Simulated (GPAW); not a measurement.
**TiO2 (P4_2/mnm): refractive index against wavelength**

The refractive index of TiO2 (P4_2/mnm) along x below the direct gap (1.91 eV on the mesh) is read from one computed spectrum, n = √(Re ε). x, y and z are the Cartesian axes of the input cell.

Cell: a, b, c = 4.592, 4.592, 2.957 Å (primitive vectors), 6 atoms.

Method: GPAW 26.7.0, PBE, RPA, k-mesh 7×7×11, local fields up to 70 eV, Lorentzian half width 0.12 eV.

Launch of the response step: `OMP_NUM_THREADS=1 python df.py`. The run took 3.4 min, its band step included, on 1 thread of Arm Neoverse V2, on a shared host.

```tsv
wavelength (nm)	photon energy E (eV)	n
3000	0.413	2.5575
2000	0.620	2.5691
1550	0.800	2.5835
1310	0.946	2.5985
1064	1.165	?
```

In the single-oscillator model n² − 1 = E₀E_d/(E₀² − E²), so 1/(n² − 1) = E₀/E_d − E²/(E₀E_d) is linear in E².

Working, on the rows shown:

| x = E² (eV²) | y = 1/(n² − 1) |
| --- | --- |
| 0.170801 | 0.180479 |
| 0.384302 | 0.178563 |
| 0.639837 | 0.176228 |
| 0.895757 | 0.173846 |

Means: x̄ = 0.52267, ȳ = 0.17728. Σ(x − x̄)(y − ȳ) = -0.002707, Σ(x − x̄)² = 0.2959. Slope = -0.002707 / 0.2959 = -0.009151; intercept = ȳ − slope · x̄ = 0.18206. Turned back into n, the line misses the rows shown by at most 0.00013.

Task: Fill in the last column of the withheld row.

Result: At x = 1.3578 the line gives y = 0.16964, that is 2.6258. The run gave 2.6270, so the extrapolation is off by 0.0012, 1.7 % of the range in the table.

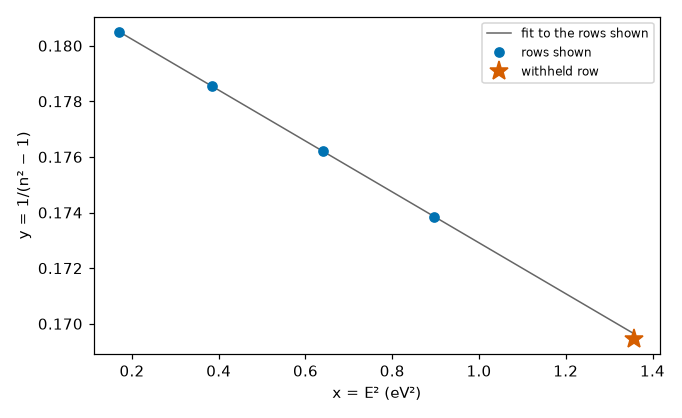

Refitted with all rows, the slope is -0.00929 and the intercept 0.18212. These give E₀ = √(intercept/−slope) = 4.43 eV and E_d = E₀/intercept = 24.3 eV; E₀ is 2.3 times the direct gap. The electronic limit at long wavelengths, without lattice vibrations, is n = √(1 + 1/intercept) = 2.548. Excitons are left out; PBE gaps are as a rule too small. The values come from a sum over the points of one k-mesh and carry its error, which grows as the direct gap shrinks. This version of GPAW has incomplete matrix elements in the optical limit, which can lower ε − 1 by up to a tenth where first-row anions or d states rule.

[Logs are printed without paths, hosts, clocks, repeated set-up lines and the standing remarks that a program may print on its own settings, such as how far it seeks lower states.]
